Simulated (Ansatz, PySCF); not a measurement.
Breaking the O3–H4 bond in GeH2O (SMILES [OH][GeH]) (multiplicity 1 held, fragments rigid). Energies count from the point at 0.963 Å.
Geometry at that point (charge 0, multiplicity 1):
```tsv
atom	x (Å)	y (Å)	z (Å)
Ge	-0.2353	-0.2010	0.2473
H	-1.4109	-0.0317	-0.8587
O	1.0252	0.6808	-0.6889
H	0.7380	1.0157	-1.5451
```

Restricted levels (R-, RO-) in cc, def2 and unpolarised 6-31G sets keep to the state of the molecule at rest. Active spaces are followed from a long bond inwards. Levels need not reach the same state.

Frozen-core correlation. Filled d and f shells under p-block atoms count as core. Rows in 3-21G carry no dispersion term and start afresh at each structure; the Pople sets are all-electron and without relativity.

The values were computed with Ansatz (Gaussian orbitals); PySCF for 3-21G rows. 

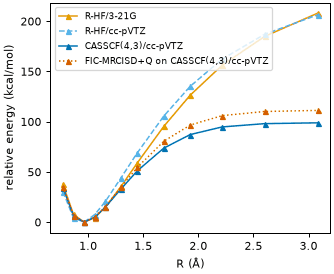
Figure. Relative energy along the coordinate

Doubts at one or more of the structures used: a restricted determinant that unrestricted orbitals would lower (R-HF/3-21G, R-HF/cc-pVTZ); active orbitals that take no part (CASSCF(4,3)/cc-pVTZ, FIC-MRCISD+Q on CASSCF(4,3)/cc-pVTZ).

Ansatz is a quantum-chemistry and plane-wave program.
